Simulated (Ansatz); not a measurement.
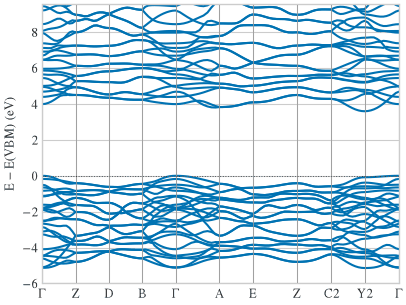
*Band structure from the program Ansatz at the PBEsol level (PAW)*

Question: Read off the gap and where the band edges lie.

Answer: About 3.6 eV (3.60 eV by a search for the band edges); maximum at Γ, minimum at Y2.

The material is ZrO$_{2}$ in space group P2_1/c (No. 14; Zr on 4e, O on 4e, O on 4e).

The cell was relaxed with PBEsol under the symmetry of its start. No spin polarisation was allowed. Spin–orbit coupling is left out wherever it is not named.

Potentials: the earlier of the program's two PAW sets. The files were generated under PBE; for other functionals the program regenerates the frozen cores, and for LDA and PBEsol the local potential too.
